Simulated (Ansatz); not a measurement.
CH5AlClNO

Input file:

```
crystal:
  periodic: [false, false, false]
  atoms:
    - {symbol: N, position_ang: [0.014656, 1.403622, 1.533068]}
    - {symbol: Al, position_ang: [-0.695018, 0.125520, 0.520865]}
    - {symbol: C, position_ang: [0.572221, -0.806962, -0.739074]}
    - {symbol: O, position_ang: [0.376912, -2.003717, -1.218450]}
    - {symbol: Cl, position_ang: [-0.944594, 0.714923, -1.662137]}
    - {symbol: H, position_ang: [-0.325291, 1.611955, 2.457495]}
    - {symbol: H, position_ang: [0.633963, 2.133696, 1.223236]}
    - {symbol: H, position_ang: [-1.866875, -0.765869, 1.095058]}
    - {symbol: H, position_ang: [1.419698, -0.280727, -1.193033]}
    - {symbol: H, position_ang: [0.897428, -2.183542, -2.014129]}
basis:
  gaussian: {orbitals: def2-TZVPP}
hamiltonian: {xc: pbe0, dispersion: d4}
output: {orbitals: {seedname: orbitals}}
```

Launched as:

```sh
ansatz run in.yaml --threads 4 --pin off --events-out ev --progress --plain --max-ram 10444MiB
```

Geometry: PBE0-D4/def2-TZVP.

Level of theory: RKS PBE0-D4/def2-TZVPP in Ansatz 0.2.0.

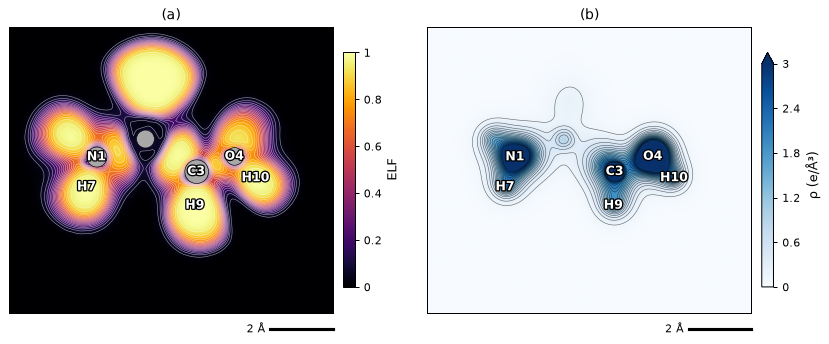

Figure 1. (a) electron localisation function; (b) electron density on the plane of atoms C3, O4 and H10. Grey discs cover the atomic cores in the ELF map.

### Describe what can be read from this map.

Atoms in the plane: N, C, O and H.
C–O (1.30 Å): ρ is about 2.7 e/Å³ halfway; the ELF peaks at about 0.90 between the atoms; a short, strongly polar bond.
O–H (0.97 Å): ρ at the midpoint is about 3.9 e/Å³; the ELF climbs to about 1 towards the hydrogen, as it does in any bond to H; an ordinary covalent bond to hydrogen.
N–H (1.01 Å): the density is about 2.9 e/Å³ at the midpoint; the ELF climbs to about 1 towards the hydrogen; an ordinary covalent bond to hydrogen.
C–H (1.10 Å): ρ is about 2.1 e/Å³ halfway; the ELF climbs to about 1 towards the hydrogen; an ordinary covalent bond to hydrogen.
The ELF also peaks beside O4, away from the bonds: lone-pair regions.

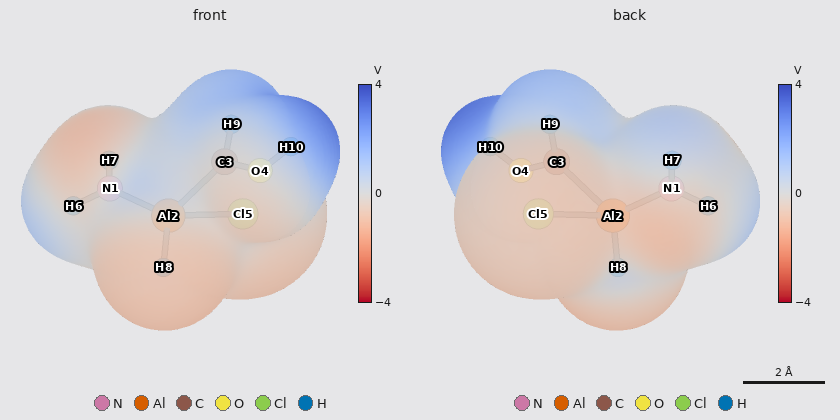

Figure 2. The electrostatic potential painted on the density surface at 0.001 e/bohr³, seen from the front and from behind; red is negative and blue positive.

### Which sites attract a positive test charge, and which a negative one?

A positive charge is drawn to the negative regions and a negative charge to the positive ones. The most negative region (about −1.0 V) lies over N1, the most positive (about +3.0 V) over H10.

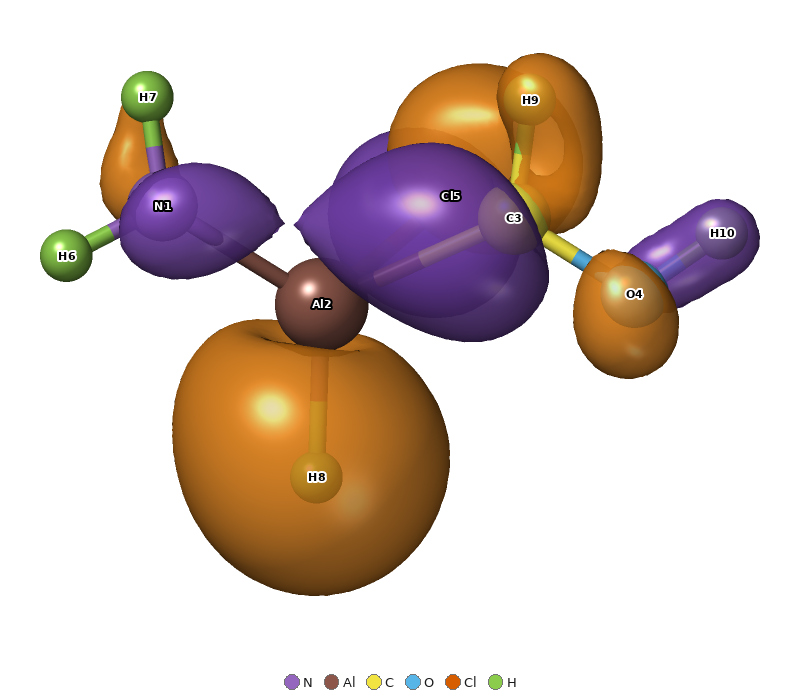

Figure 3. The HOMO−1 at ±0.1 Å⁻³ᐟ² (orange and purple are the two phases), seen at a tilt.

### Where does this orbital lie, and at what energy?

Its weight (Hirshfeld) is mainly on H8 (about 30 %), Al2 (about 25 %), Cl5 (about 20 %) and C3 (about 15 %). Its energy is −8.07 eV.
